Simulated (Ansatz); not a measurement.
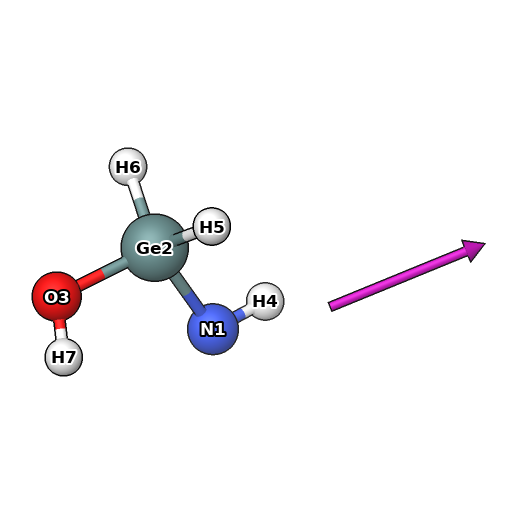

The arrow beside the molecule shows the direction of the dipole moment, from the negative to the positive end (its length means nothing). State: neutral, doublet. The geometry was computed by an optimisation with PBE0-D4/def2-TZVP. Level of theory: UKS B3LYP-D4/def2-TZVPP (Ansatz 0.2.0).

> Estimate the dipole moment.

1.81 D; it points from the side of H7 to the side of H4 (the outermost atoms at the two ends).
